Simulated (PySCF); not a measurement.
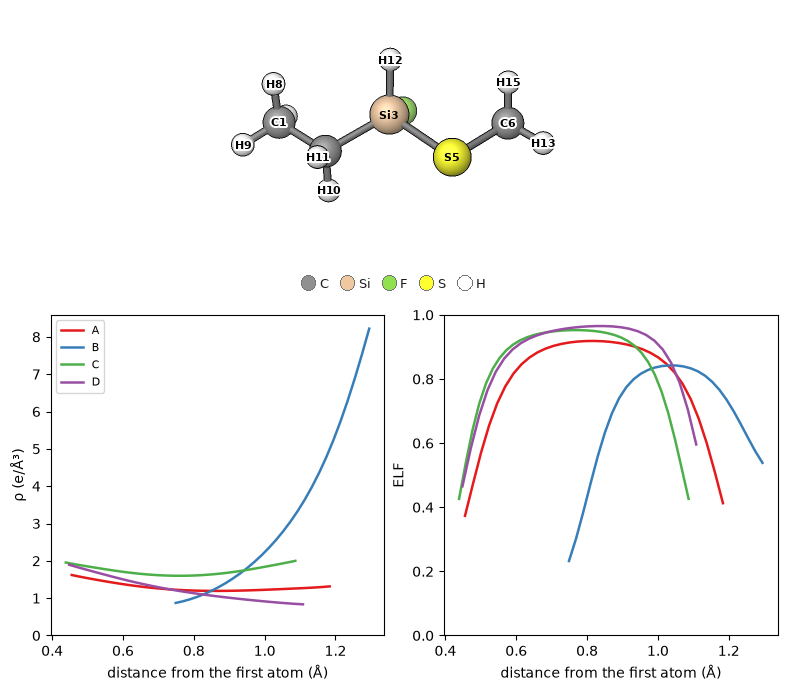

The picture shows: C3H9FSSi. Total electron density and electron localisation function along straight lines between neighbouring atoms. The curves leave out the atomic cores. The structure is drawn too.

Geometry: GFN2-xTB.

Method: PBE0/pcSseg-1, SCF density, gas phase, non-relativistic in PySCF 2.14.0.

The calculation's input:

```
{"job": {"xc": "PBE0", "basis": "pcSseg-1", "kind": "nmr", "pop": true}, "charge": 0, "multiplicity": 1}
C     -2.621433    -0.409317     0.501719
C     -1.222013    -1.011170     0.573360
Si     0.120413     0.278692     0.270242
F     -0.036636     0.865114    -1.230624
S      2.050118    -0.634427     0.390759
C      3.043543     0.690187    -0.367075
H     -2.789260     0.054407    -0.467142
H     -2.753239     0.350733     1.268024
H     -3.378646    -1.176888     0.648853
H     -1.137112    -1.809067    -0.167739
H     -1.078229    -1.479255     1.547365
H      0.069068     1.485877     1.078924
H      4.061219     0.320637    -0.429365
H      2.661879     0.906222    -1.359065
H      3.005913     1.576243     0.258217
```

Command:

```sh
OMP_NUM_THREADS=1 python ens_run.py task.json out
```

Which curve belongs to which contact (C–C, C–S, C–Si and Si–F)? The first atom named is at distance zero.

Answer. Curve A: C–S (1.82 Å): the density is about 1.2 e/Å³ at the midpoint; the ELF peaks at about 0.90 between the atoms; localised, covalent bonding. Curve B: Si–F (1.62 Å): ρ at the midpoint is about 1 e/Å³; the ELF peaks at about 0.85 in the valence shell of F, 0.6 Å from its nucleus, and is about 0.45 at the midpoint. Curve C: C–C (1.53 Å): the density is about 1.6 e/Å³ at the midpoint; the ELF peaks at about 0.95 between the atoms (localised, covalent bonding). Curve D: C–Si (1.89 Å): the density is about 0.97 e/Å³ at the midpoint; the ELF peaks at about 0.95 between the atoms: a shared electron pair.
